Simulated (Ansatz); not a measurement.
# CH₆SbSi (SMILES [SiH3][CH+][SbH2]) (charge +1): what the fields show

The calculation's input:

```
crystal:
  periodic: [false, false, false]
  atoms:
    - { symbol: Si, position_ang: [-0.60961, 1.17205, -0.83524] }
    - { symbol: C, position_ang: [0.41999, -0.3662, -0.37212] }
    - { symbol: Sb, position_ang: [1.01861, -0.94896, 1.47989] }
    - { symbol: H, position_ang: [-1.78465, 0.47847, -1.37865] }
    - { symbol: H, position_ang: [0.15883, 1.89849, -1.84326] }
    - { symbol: H, position_ang: [-0.87288, 1.89332, 0.41049] }
    - { symbol: H, position_ang: [0.96664, -0.83417, -1.18557] }
    - { symbol: H, position_ang: [1.07512, -2.61901, 1.36158] }
    - { symbol: H, position_ang: [-0.37203, -0.67399, 2.36289] }
total_charge: 1
basis:
  gaussian: { orbitals: def2-SVP }
hamiltonian:
  xc: hf
relax:
  f_tol: 0.015
  max_steps: 40
output:
  orbitals: {}
```

Run with:

```sh
ansatz run input.yaml --threads 1 --pin off --max-ram 2048MiB --backend cpu --events-out ev --progress --plain --runs-dir out
```

The fields are those of the relaxed geometry.

Core potentials replace the inner electrons of Sb.

Theory: RHF/def2-SVP in Ansatz 0.2.0.

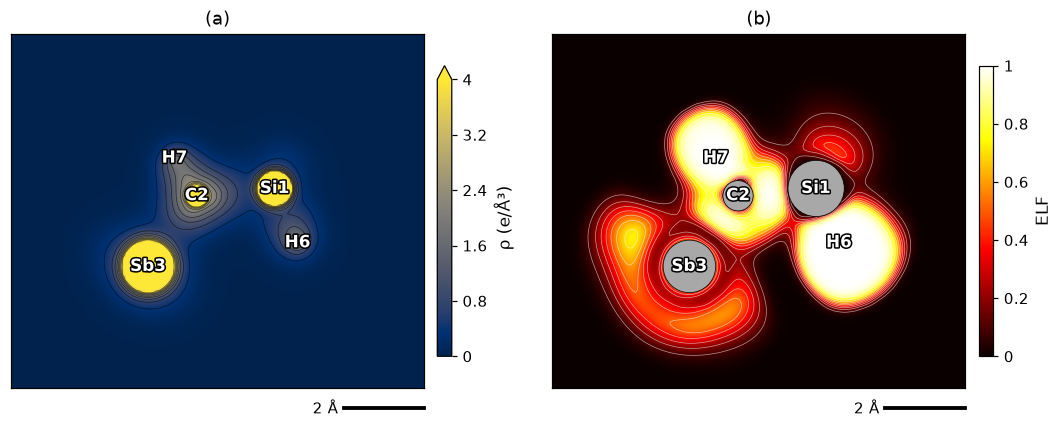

Figure 1. (a) electron density; (b) ELF on the plane of atoms C2, Si1 and H6. Grey discs cover the atomic cores in the ELF map.

Q: Interpret the plot.

A: The plane passes through Si, C, Sb and H nuclei.
C–Si (1.95 Å): ρ is about 0.86 e/Å³ halfway; the ELF peaks at about 1 between the atoms (a shared electron pair).
C–Sb (2.13 Å): ρ at the midpoint is about 0.7 e/Å³; the ELF peaks at about 0.95 in the valence shell of C, 0.7 Å from its nucleus, and drops to about 0.15 between the two atoms.
C–H (1.09 Å): ρ is about 2.1 e/Å³ halfway; the ELF climbs to about 1 towards the hydrogen, as it does in any bond to H: a covalent bond by its length.
Si–H (1.47 Å): ρ is about 0.82 e/Å³ halfway; the ELF climbs to about 1 towards the hydrogen.

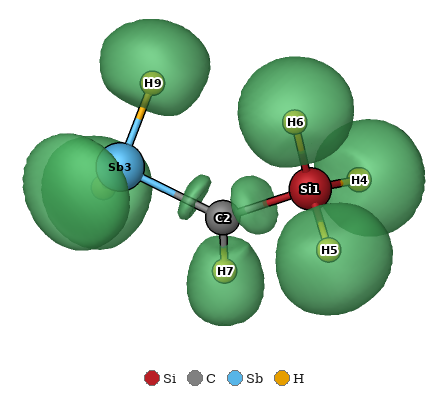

Figure 2. Isosurface of the ELF at 0.9 (green), seen at a tilt. Only the valence region is drawn (cores and ρ < 0.01 e/Å³ removed).

Q: Describe the localisation domains.

A: The surface consists of one region between bonded C–Si atoms (shared pairs), six regions around hydrogen nuclei, one lobe of the valence shell of C pointing towards Sb (polar bonds) and one lobe on Sb, pointing away from the bonds (lone pairs).

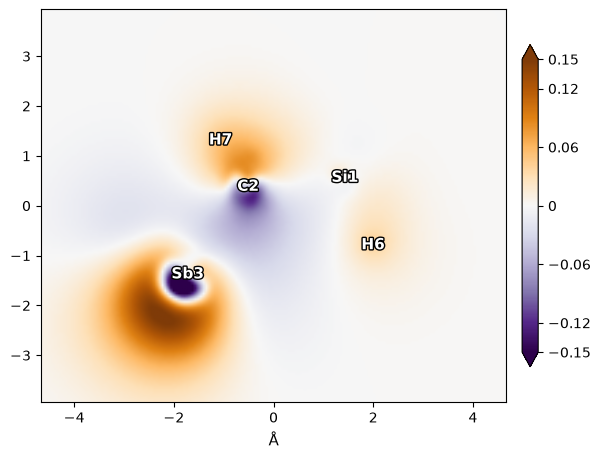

Figure 3. The LUMO on the plane of atoms C2, Si1 and H6 (values in Å⁻³ᐟ²; the overall sign is arbitrary).

Q: What is the character of this orbital?

A: Its weight (Hirshfeld) is mainly on C2 (about 55 %) and Sb3 (about 20 %). Its energy is −5.77 eV.
